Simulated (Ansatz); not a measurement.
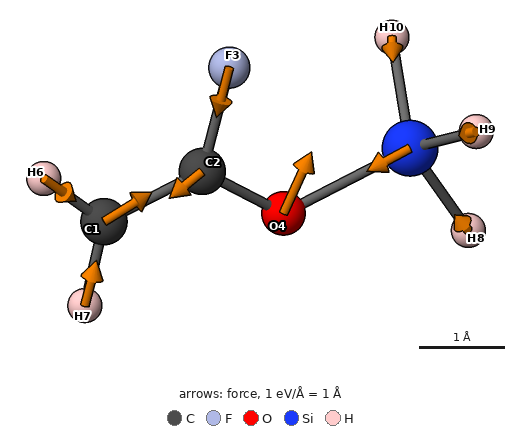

Starting geometry of C2H5FOSi with the computed forces as orange arrows. A ball-and-stick model, seen at a tilt.

The start comes from PBE-D4/def2-SVP.

Computed with Ansatz 0.2.0, RKS PBE0-D4/def2-TZVP. Settings: force threshold 0.005 eV/Å; at most 150 steps.

Question: Is this structure relaxed? If not, where do the atoms go?

Answer: It isn't relaxed: the largest force vector, on the O atom, is 0.85 eV/Å. The final displacements follow the starting forces only in part (cosine between the two patterns 0.60). The atom that moves furthest after the best rigid fit is an H atom (0.053 Å). Largest moves by element: H 0.053 Å, O 0.039 Å, C 0.032 Å, F 0.032 Å, Si 0.025 Å. Some distances before and after: O–Si 1.714 → 1.672 Å, C–C 1.342 → 1.321 Å, H–Si 1.495 → 1.478 Å, C–H 1.096 → 1.079 Å. After 9 geometry steps the energy has fallen by 1.53 kcal/mol. Largest force component: 0.84 eV/Å at the start, 0.0019 eV/Å at the end. Cost: 26 s on 4 threads of Arm Neoverse V2, on a shared host.
